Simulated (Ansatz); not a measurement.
The starting structures come from a database of crystals and need not be the phases stable at ambient conditions.

 Where the default PAW files enter, the runs use the earlier of Ansatz's two default sets.

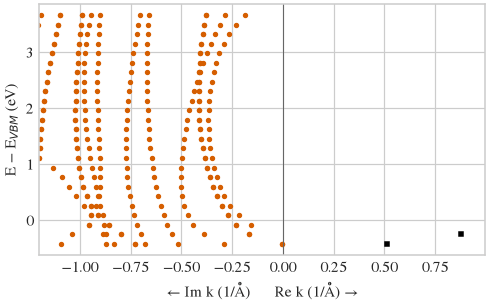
Figure. Complex bands at the centre of the two-dimensional zone; r2SCAN run with Ansatz (an electronic-structure program)

The gap is the functional's own, uncorrected, and κ follows it; spin-orbit coupling is left out. Mid-gap values are interpolated between the computed energies.

Task: This is TlIO₃ (R3m, not sure to be the ambient phase, 5 atoms a cell, 20.4 Å³ an atom, -4 GPa at this level) along the normal of (110). Read off the slowest decay at the centre of the two-dimensional zone at 1.61 eV, the computed energy nearest the middle of the gap.

Result: κ ≈ 0.37 1/Å, a decay length 1/(2κ) of the density of 1.4 Å.
